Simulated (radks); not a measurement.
**Valence configurations of Pd⁺**

Aim: which of several valence configurations of Pd⁺ lies lowest at this level, and whether it is the one NIST lists ([Kr] 4d9).

Method: scalar-relativistic Kohn-Sham, LDA (Slater exchange, Perdew-Wang correlation), spin-unpolarised, spherical densities, point nucleus. Code: radks (a radial shooting solver on a logarithmic mesh, Libxc functionals) version 1.

## Step 1: What is computed

* element: palladium (Z = 46)
* charge: +1
* electrons: 45
* configuration: [Kr] 4d9
* others tried: 4d8.5 5s0.5; 4d7 5s2; 4d8 5p1; 4d8 5s1; 4d7.5 5s1.5; 4d7 5p2; 4d8.5 5p0.5; 4d8 5s0.5 5p0.5; 4d7 5s0.5 5p1.5

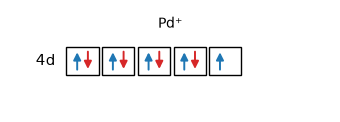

Occupation of the outer shells (arrows by Hund's rule).

## Step 2: [Kr] 4d9

The run's settings:

```text
Z 46
configuration [Kr] 4d9
relativity scalar-relativistic
functional lda,pw
spin unpolarised
nucleus point
c 137.035999084
```

## Step 3: [Kr] 4d8.5 5s0.5

The run's settings:

```text
Z 46
configuration [Kr] 4d8.5 5s0.5
relativity scalar-relativistic
functional lda,pw
spin unpolarised
nucleus point
c 137.035999084
```

## Step 4: [Kr] 4d7 5s2

The run's settings:

```text
Z 46
configuration [Kr] 4d7 5s2
relativity scalar-relativistic
functional lda,pw
spin unpolarised
nucleus point
c 137.035999084
```

## Step 5: [Kr] 4d8 5p1

The run's settings:

```text
Z 46
configuration [Kr] 4d8 5p1
relativity scalar-relativistic
functional lda,pw
spin unpolarised
nucleus point
c 137.035999084
```

## Step 6: [Kr] 4d8 5s1

The run's settings:

```text
Z 46
configuration [Kr] 4d8 5s1
relativity scalar-relativistic
functional lda,pw
spin unpolarised
nucleus point
c 137.035999084
```

## Step 7: [Kr] 4d7.5 5s1.5

The run's settings:

```text
Z 46
configuration [Kr] 4d7.5 5s1.5
relativity scalar-relativistic
functional lda,pw
spin unpolarised
nucleus point
c 137.035999084
```

## Step 8: [Kr] 4d7 5p2

The run's settings:

```text
Z 46
configuration [Kr] 4d7 5p2
relativity scalar-relativistic
functional lda,pw
spin unpolarised
nucleus point
c 137.035999084
```

## Step 9: [Kr] 4d8.5 5p0.5

The run's settings:

```text
Z 46
configuration [Kr] 4d8.5 5p0.5
relativity scalar-relativistic
functional lda,pw
spin unpolarised
nucleus point
c 137.035999084
```

## Step 10: [Kr] 4d8 5s0.5 5p0.5

The run's settings:

```text
Z 46
configuration [Kr] 4d8 5s0.5 5p0.5
relativity scalar-relativistic
functional lda,pw
spin unpolarised
nucleus point
c 137.035999084
```

## Step 11: [Kr] 4d7 5s0.5 5p1.5

The run's settings:

```text
Z 46
configuration [Kr] 4d7 5s0.5 5p1.5
relativity scalar-relativistic
functional lda,pw
spin unpolarised
nucleus point
c 137.035999084
```

**Question.** What will these runs give? Wanted: for each run, valence; E − E(NIST configuration); highest level; its energy; 1s shift.

As calculated:

```
        valence  E − E(NIST configuration) (eV)  highest level  its energy (eV)  1s shift (eV)
            4d9                           0.000             4d          -14.887          +0.00
    4d8.5 5s0.5                           1.975             5s          -12.112          -2.15
        4d8 5s1                           4.416             5s          -12.822          -4.42
    4d8.5 5p0.5                           4.564             5p           -7.415          -2.90
4d8 5s0.5 5p0.5                           7.115             5p           -7.870          -5.16
    4d7.5 5s1.5                           7.362             5s          -13.518          -6.80
        4d8 5p1                           9.848             5p           -8.248          -5.88
        4d7 5s2                          10.848             5s          -14.203          -9.29
4d7 5s0.5 5p1.5                          19.756             5p           -9.412         -11.41
        4d7 5p2                          22.803             5p           -9.720         -12.08
```

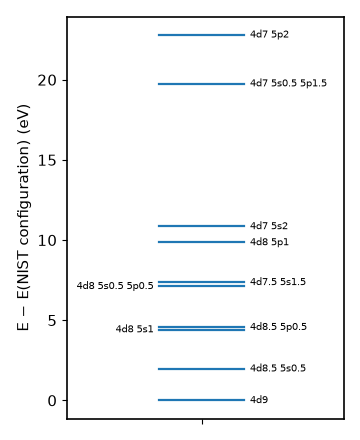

Energies of the configurations.

What this shows: The NIST configuration is the lowest of those tried, 1.975 eV under 4d8.5 5s0.5. The energies are those of spherical spin-averaged densities, not of single terms. The 1s eigenvalue shifts by up to 12.08 eV as the valence charge is rearranged.
